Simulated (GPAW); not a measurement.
# Optical response of CoSi2

Aim: the dielectric function of CoSi2, and the optical constants that follow from it. The cell comes from an older database entry, whose edges can differ from later determinations, mostly by under a per cent.

Main program and level: GPAW 26.7.0; DFT, PBE, plane-wave PAW (GPAW data sets), scalar-relativistic, RPA, optical limit.

The database entry behind the starting cell differs from later determinations by our own check (0.1 to 0.3 % short, probably kX units), so it need not match the best structure at ambient conditions.

**1. The starting structure**

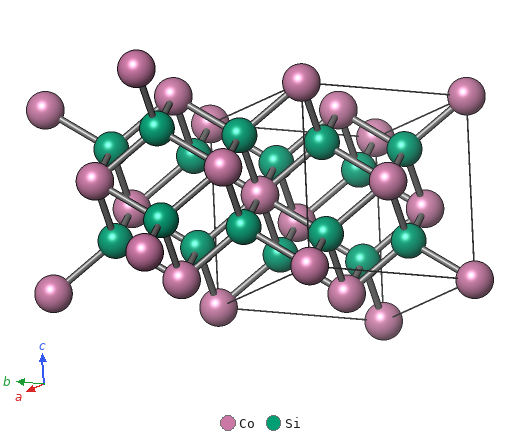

Start, viewed from a free direction; cobalt pink, silicon teal. 1×2×1 cells are drawn. This picture shows the conventional cell, with its axes. Some periodic images of atoms are drawn too.

**2. Ground state**

The self-consistent density comes first; it also tells whether there is a gap, which decides the occupations and the need for a Drude term.

This step: DFT, PBE, plane-wave PAW (GPAW data sets), scalar-relativistic, ground state (GPAW 26.7.0).

gs.py reads:

```python
from ase import Atoms
from ase.dft.bandgap import bandgap
from gpaw import GPAW, PW, FermiDirac

atoms = Atoms(['Co', 'Si', 'Si'],
              cell=[[0.000000000000, 2.678000000000, 2.678000000000],
                    [2.678000000000, 0.000000000000, 2.678000000000],
                    [2.678000000000, 2.678000000000, 0.000000000000]],
              scaled_positions=[[0.000000000000, 0.000000000000, 0.000000000000],
                                [0.750000000000, 0.750000000000, 0.750000000000],
                                [0.250000000000, 0.250000000000, 0.250000000000]],
              pbc=[True, True, True])
atoms.set_initial_magnetic_moments([2.0, 0.0, 0.0])
atoms.calc = GPAW(mode=PW(500), xc='PBE', kpts={'size': (7, 7, 7), 'gamma': True},
                  occupations=FermiDirac(0.05), maxiter=150, txt='gs.txt')
print('energy (eV)', atoms.get_potential_energy())
print('Fermi level (eV)', atoms.calc.get_fermi_level())
print('valence electrons', atoms.calc.get_number_of_electrons())
print('gap (eV)', bandgap(atoms.calc, output=None)[0])
print('direct gap (eV)', bandgap(atoms.calc, direct=True, output=None)[0])
print('moments', atoms.get_magnetic_moments().round(3).tolist())
atoms.calc.write('gs.gpw')
```

The run is started by

```bash
> OMP_NUM_THREADS=1 python gs.py
```

Numbers of over 12 decimals in the logs are rounded to 6 here.

What it wrote:

```text
__  _  _
 | _ |_)|_||  |
 |__||  | ||/\| - 26.7.0

Versions:
  Python: 3.12.14
  ASE:    3.29.0
  Numpy:  2.5.5
  Scipy:  1.18.1
  Libxc:  7.0.0

Input parameters:
  mode=PW(ecut=500.0),
  kpts=MonkhorstPack(size=(7, 7, 7), gamma=True),
  maxiter=150,
  occupations=Occupations(name='fermi-dirac', width=0.05, fixmagmom=False),
  xc=XC(name='PBE')

Diagonalizing LCAO Hamiltonian
Converting LCAO to pw mode

                    Si

           Si

       Co

Atoms  # Å, Bohr magnetons
|   | symbol |        x |        y |        z |    initial magnetic moments |
| 0 |     Co | 0.000000 | 0.000000 | 0.000000 | ( 0.0000,  0.0000,  2.0000) |
| 1 |     Si | 4.017000 | 4.017000 | 4.017000 | ( 0.0000,  0.0000,  0.0000) |
| 2 |     Si | 1.339000 | 1.339000 | 1.339000 | ( 0.0000,  0.0000,  0.0000) |

Unit cell  # Å
| periodic |        x |        y |        z |  lengths |    angles |
|      yes | 0.000000 | 2.678000 | 2.678000 | 3.787264 | 60.000000 |
|      yes | 2.678000 | 0.000000 | 2.678000 | 3.787264 | 60.000000 |
|      yes | 2.678000 | 2.678000 | 0.000000 | 3.787264 | 60.000000 |

Number of symmetries: 48
Symmetry operations  # r_c * U_cc + t_c -> r_c
|    | kind |            matrix            |
|  0 |  σ   |  1, 0, 0,  1, 0,-1,  1,-1, 0 |
|  1 |  C2  |  1, 0, 0,  1,-1, 0,  1, 0,-1 |
|  2 |  E   |  1, 0, 0,  0, 1, 0,  0, 0, 1 |
|  3 |  σ   |  1, 0, 0,  0, 0, 1,  0, 1, 0 |
|  4 |  C4  |  1, 0,-1,  1, 0, 0,  1,-1, 0 |
|  5 |  S6  |  1, 0,-1,  1,-1, 0,  1, 0, 0 |
|  6 |  σ   |  1, 0,-1,  0, 1,-1,  0, 0,-1 |
|  7 |  C3  |  1, 0,-1,  0, 0,-1,  0, 1,-1 |
|  8 |  S6  |  1,-1, 0,  1, 0, 0,  1, 0,-1 |
|  9 |  C4  |  1,-1, 0,  1, 0,-1,  1, 0, 0 |
| 10 |  C3  |  1,-1, 0,  0,-1, 1,  0,-1, 0 |
| 11 |  σ   |  1,-1, 0,  0,-1, 0,  0,-1, 1 |
| 12 |  σ   |  0, 1, 0,  1, 0, 0,  0, 0, 1 |
| 13 |  C4  |  0, 1, 0,  0, 1,-1, -1, 1, 0 |
| 14 |  C3  |  0, 1, 0,  0, 0, 1,  1, 0, 0 |
| 15 |  S6  |  0, 1, 0, -1, 1, 0,  0, 1,-1 |
| 16 |  C2  |  0, 1,-1,  1, 0,-1,  0, 0,-1 |
| 17 |  σ   |  0, 1,-1,  0, 1, 0, -1, 1, 0 |
| 18 |  S4  |  0, 1,-1,  0, 0,-1,  1, 0,-1 |
| 19 |  C4  |  0, 1,-1, -1, 1, 0,  0, 1, 0 |
| 20 |  C3  |  0, 0, 1,  1, 0, 0,  0, 1, 0 |
| 21 |  σ   |  0, 0, 1,  0, 1, 0,  1, 0, 0 |
| 22 |  S6  |  0, 0, 1,  0,-1, 1, -1, 0, 1 |
| 23 |  C4  |  0, 0, 1, -1, 0, 1,  0,-1, 1 |
| 24 |  S4  |  0, 0,-1,  1, 0,-1,  0, 1,-1 |
| 25 |  C3  |  0, 0,-1,  0, 1,-1,  1, 0,-1 |
| 26 |  C2  |  0, 0,-1,  0,-1, 0, -1, 0, 0 |
| 27 |  S6  |  0, 0,-1, -1, 0, 0,  0,-1, 0 |
| 28 |  S4  |  0,-1, 1,  1,-1, 0,  0,-1, 0 |
| 29 |  C4  |  0,-1, 1,  0, 0, 1, -1, 0, 1 |
| 30 |  C2  |  0,-1, 1,  0,-1, 0,  1,-1, 0 |
| 31 |  σ   |  0,-1, 1, -1, 0, 1,  0, 0, 1 |
| 32 |  C3  |  0,-1, 0,  1,-1, 0,  0,-1, 1 |
| 33 |  S6  |  0,-1, 0,  0, 0,-1, -1, 0, 0 |
| 34 |  S4  |  0,-1, 0,  0,-1, 1,  1,-1, 0 |
| 35 |  C2  |  0,-1, 0, -1, 0, 0,  0, 0,-1 |
| 36 |  C2  | -1, 1, 0,  0, 1, 0,  0, 1,-1 |
| 37 |  S6  | -1, 1, 0,  0, 1,-1,  0, 1, 0 |
| 38 |  S4  | -1, 1, 0, -1, 0, 1, -1, 0, 0 |
| 39 |  C3  | -1, 1, 0, -1, 0, 0, -1, 0, 1 |
| 40 |  S6  | -1, 0, 1,  0, 0, 1,  0,-1, 1 |
| 41 |  C2  | -1, 0, 1,  0,-1, 1,  0, 0, 1 |
| 42 |  C3  | -1, 0, 1, -1, 1, 0, -1, 0, 0 |
| 43 |  S4  | -1, 0, 1, -1, 0, 0, -1, 1, 0 |
| 44 |  C2  | -1, 0, 0,  0, 0,-1,  0,-1, 0 |
| 45 |  i   | -1, 0, 0,  0,-1, 0,  0, 0,-1 |
| 46 |  σ   | -1, 0, 0, -1, 1, 0, -1, 0, 1 |
| 47 |  C2  | -1, 0, 0, -1, 0, 1, -1, 1, 0 |

BZ-sampling:
  Number of BZ points: 343
  Number of IBZ points: 20

  Monkhorst-Pack size: [7, 7, 7]
  Monkhorst-Pack shift: [0, 0, 0]

K-points  # in reciprocal-cell coordinates
|     |                                coordinates |     weight |
|   0 | (  0.00000000,   0.00000000,   0.00000000) | 0.00291545 |
|   1 | (  0.14285714,   0.14285714,   0.00000000) | 0.01749271 |
|   2 | (  0.14285714,   0.14285714,   0.14285714) | 0.02332362 |
|   3 | (  0.28571429,   0.14285714,   0.14285714) | 0.03498542 |
|   4 | (  0.28571429,   0.28571429,   0.00000000) | 0.01749271 |
|   5 | (  0.28571429,   0.28571429,   0.14285714) | 0.06997085 |
|   6 | (  0.28571429,   0.28571429,   0.28571429) | 0.02332362 |
|   7 | (  0.42857143,  -0.28571429,  -0.28571429) | 0.03498542 |
|   8 | (  0.42857143,   0.28571429,  -0.42857143) | 0.13994169 |
|   9 | (  0.42857143,   0.28571429,  -0.28571429) | 0.06997085 |
| ... |                                            |            |
|  19 | (  0.42857143,   0.42857143,   0.42857143) | 0.02332362 |

Plane wave coefficients: 990
Cutoff: 500.0 eV

Spin-components: 2 (collinear spins)
Bands:           16
Projectors:      16
Spin-degeneracy: 1
Datatype:        complex128

Parallelization:
  kpt:    1
  domain: 1
  band:   1

Density:
  Valence electrons: 17.0
  Components: 2
  Grid points: [20 20 20]
  Charge: 0.0  # |e|

Potential:
  Grid points: [20 20 20]

species:
  Co:
    name:    Cobalt
    id:
    Z:       27.0
    valence: 9
    core:    18
    charge:  0.0  # [|e|]
    compensation charges:
      type: gauss
      rc: 0.32  # [Å]
      lmax: 2
    cutoffs:
      filter: 1.87  # [Å]
      core: 2.55  # [Å]
    projectors
    | kind |    occ | energy [eV] | rcut [Å] |
    |   4s |  2.000 |      -5.469 |    1.005 |
    |   4p |  0.000 |      -1.277 |    1.058 |
    |   3d |  7.000 |      -8.205 |    1.005 |
    |    s |        |      21.742 |    1.005 |
    |    p |        |      25.934 |    1.058 |
    |    d |        |      19.007 |    1.005 |

    Using partial waves for Co as LCAO basis

  Si:
    name:    Silicon
    id:
    Z:       14.0
    valence: 4
    core:    10
    charge:  0.0  # [|e|]
    compensation charges:
      type: gauss
      rc: 0.33  # [Å]
      lmax: 2
    cutoffs:
      filter: 1.86  # [Å]
      core: 2.06  # [Å]
    projectors
    | kind |    occ | energy [eV] | rcut [Å] |
    |   3s |  2.000 |     -10.812 |    1.058 |
    |   3p |  2.000 |      -4.081 |    1.058 |
    |    s |        |      16.399 |    1.058 |
    |    p |        |      23.130 |    1.058 |
    |    d |        |       0.000 |    1.058 |

    Using partial waves for Si as LCAO basis

Reference energy: -53675.398406  # eV

eigensolver:
  PPCG
  Converge bands: occupied
  niter=2

density mixing:
  MSR1-Mixer
  Pratt-step length: 0.05
  Maximum mixing coefficient: 0.75
  Old densities: 10
  SVD Regularization: 0.005
  Good broyden scale: 1.0
  Trust region scale: 1.0
  Backstep threshold: 4.0
  History deletion threshold: 6.0
  Fourier metric: weight=20.0, sigma=0.015

occupation numbers:
  Fermi-Dirac:
    width: 0.0500  # eV

poisson solver:
  ecut: 4000.0  # eV

xc functional:
  name: PBE with 2 nearest neighbor stencil

convergence criteria:
- Maximum [total energy] change in last 3 cyles: 0.0005 eV / valence electron
- Maximum integral of absolute [dens]ity change: 0.0001 electrons / valence electron
- Maximum integral of absolute [eigenst]ate change: 4e-08 eV^2 / valence electron
maximum number of iterations: 150

SCF iterations
|iter     |      energy | eigst |  dens |  magmom |
|iter:   1||  -20.648892 | +0.67 |       |  +2.0044|
|iter:   2||  -20.302978 | -1.34 | -0.63 |  +1.9190|
|iter:   3||  -20.165918 | -2.16 | -0.69 |  +1.3695|
|iter:   4||  -20.289400 | -2.24 | -0.91 |  +0.6120|
|iter:   5||  -20.344739 | -2.39 | -1.34 |  +0.2176|
|iter:   6||  -20.362680 | -2.62 | -1.65 |  -0.1440|
|iter:   7||  -20.364775 | -3.95 | -1.95 |  -0.0354|
|iter:   8||  -20.364901c| -4.88 | -2.48 |  -0.0040|
|iter:   9||  -20.364904c| -6.29 | -3.42 |  -0.0019|
|iter:  10||  -20.364904c| -7.16 | -3.88 |  -0.0004|
|iter:  11||  -20.364904c| -7.83c| -4.57c|  +0.0000|

Converged in 11 steps
SCF loop duration: 11.476 s (1.043 s/step)
Energy contributions relative to reference atoms: (reference = -53675.398406)

Energy contributions:
  Kinetic:          18.854652
  Coulomb:         -13.557412
  Zero:              0.114129
  External:          0.000000
  Xc:              -25.771973
  Entropy:          -0.008600
  Spinorbit:         0.000000
  ----------------------------
  Free energy:     -20.369204
  Extrapolated:    -20.364904

dipole moment: (-14.485421, -14.485421, -14.485421)  # |e|*Ang

Total magnetic moment: (0.000000, 0.000000, 0.000015)

Local magnetic moments
|        x |        y |         z |
| 0.000000 | 0.000000 |  0.000028 |  # Co   0
| 0.000000 | 0.000000 | -0.000002 |  # Si   1
| 0.000000 | 0.000000 | -0.000002 |  # Si   2

Fermi level: 9.680
Eigenvalues  # (at kpt = [0.000, 0.000, 0.000])
| band index |      eig [eV] | occ [0-1] |      eig [eV] | occ [0-1] |
|          0 |        -3.494 |     1.000 |        -3.494 |     1.000 |
|          1 |         5.579 |     1.000 |         5.579 |     1.000 |
|          2 |         5.579 |     1.000 |         5.579 |     1.000 |
|          3 |         5.579 |     1.000 |         5.579 |     1.000 |
|          4 |         7.744 |     1.000 |         7.744 |     1.000 |
|          5 |         7.744 |     1.000 |         7.744 |     1.000 |
|          6 |        10.420 |     0.000 |        10.420 |     0.000 |
|          7 |        13.074 |     0.000 |        13.074 |     0.000 |
|          8 |        13.074 |     0.000 |        13.074 |     0.000 |
|          9 |        13.074 |     0.000 |        13.074 |     0.000 |
|         10 |        13.101 |     0.000 |        13.101 |     0.000 |
|         11 |        13.101 |     0.000 |        13.101 |     0.000 |
|         12 |        13.101 |     0.000 |        13.101 |     0.000 |
|         13 |        15.334 |     0.000 |        15.334 |     0.000 |
|        ... |               |           |               |           |
|         15 |        15.334 |     0.000 |        15.334 |     0.000 |

No gap
No difference between direct/indirect transitions

--- standard output ---
energy (eV) -20.364904
Fermi level (eV) 9.679826
valence electrons 17.0
gap (eV) 0.0
direct gap (eV) 0.0
moments [0.0, -0.0, -0.0]
```

Run time: 14 s. Hardware: 1 thread of Arm Neoverse V1, shared host; peak memory 0.15 GiB.

Numbers from this step:

```
energy       : -20.36 eV
Fermi energy : 9.680 eV
electrons    : 17
```

There are states at the Fermi level within the smearing, so the occupations stay smeared and the carriers get a Drude term.

**3. Bands for the response**

The response needs many more empty bands than the density does.

This step: DFT, PBE, plane-wave PAW (GPAW data sets), scalar-relativistic, bands at fixed density (GPAW 26.7.0).

nscf.py reads:

```python
from ase.dft.bandgap import bandgap
from gpaw import GPAW, FermiDirac

calc = GPAW('gs.gpw').fixed_density(kpts={'size': (16, 16, 16), 'gamma': True}, nbands=36, convergence={'bands': 30},
                                    occupations=FermiDirac(0.05), txt='nscf.txt')
print('gap (eV)', bandgap(calc, output=None)[0])
print('direct gap (eV)', bandgap(calc, direct=True, output=None)[0])
print('top band over the Fermi level (eV)', min(calc.get_eigenvalues(kpt=k)[29] for k in range(len(calc.get_ibz_k_points()))) - calc.get_fermi_level())
calc.write('full.gpw', mode='all')
```

The run is started by

```bash
> OMP_NUM_THREADS=1 python nscf.py
```

What it wrote:

```text
Diagonalizing LCAO Hamiltonian
Converting LCAO to pw mode
convergence criteria:
- Maximum integral of absolute [eigenst]ate change: 4e-08 eV^2 / valence electron
maximum number of iterations: 150

SCF iterations
|iter     |      energy | eigst |  dens |  magmom |
|iter:   1||             | +3.01 |       |  +0.0000|
|iter:   2||             | +1.10 |       |  +0.0000|
|iter:   3||             | -0.27 |       |  +0.0000|
|iter:   4||             | -1.11 |       |  +0.0000|
|iter:   5||             | -2.05 |       |  +0.0000|
|iter:   6||             | -2.60 |       |  +0.0000|
|iter:   7||             | -3.28 |       |  +0.0000|
|iter:   8||             | -3.55 |       |  +0.0000|
|iter:   9||             | -3.75 |       |  +0.0000|
|iter:  10||             | -3.86 |       |  +0.0000|
[... 32 further cycles ...]
|iter:  43||             | -6.74 |       |  +0.0000|
|iter:  44||             | -6.88 |       |  +0.0000|
|iter:  45||             | -6.98 |       |  +0.0000|
|iter:  46||             | -7.08 |       |  +0.0000|
|iter:  47||             | -7.15 |       |  +0.0000|
|iter:  48||             | -7.22 |       |  +0.0000|
|iter:  49||             | -7.27 |       |  +0.0000|
|iter:  50||             | -7.35 |       |  +0.0000|
|iter:  51||             | -7.38 |       |  +0.0000|
|iter:  52||             | -7.43c|       |  +0.0000|
SCF steps: 52
  __  _  _
 | _ |_)|_||  |
 |__||  | ||/\| - 26.7.0

Versions:
  Python: 3.12.14
  ASE:    3.29.0
  Numpy:  2.5.5
  Scipy:  1.18.1
  Libxc:  7.0.0

Input parameters:
  mode=PW(ecut=500.0),
  convergence={'bands': 30},
  gpts=array([20, 20, 20]),
  kpts=MonkhorstPack(size=(16, 16, 16), gamma=True),
  maxiter=150,
  nbands=36,
  occupations=Occupations(name='fermi-dirac', width=0.05, fixmagmom=False),
  parallel={},
  xc=XC(name='PBE')

--- standard output ---
gap (eV) 0.0
direct gap (eV) 0.0
top band over the Fermi level (eV) 26.384848
```

Run time: 8.7 min. Hardware: 1 thread; peak memory 0.35 GiB.

(Continued in part 2 of 2.)

[Machine, clock and banner lines and Python warnings are left out of the logs.]

[Logs are printed without paths, hosts, clocks, repeated set-up lines and the standing remarks that a program may print on its own settings, such as how far it seeks lower states.]

[Hosts, paths, dates, database ids (printed as entryN), source tags and the programs' standing remarks are cut or masked in the printed files.]
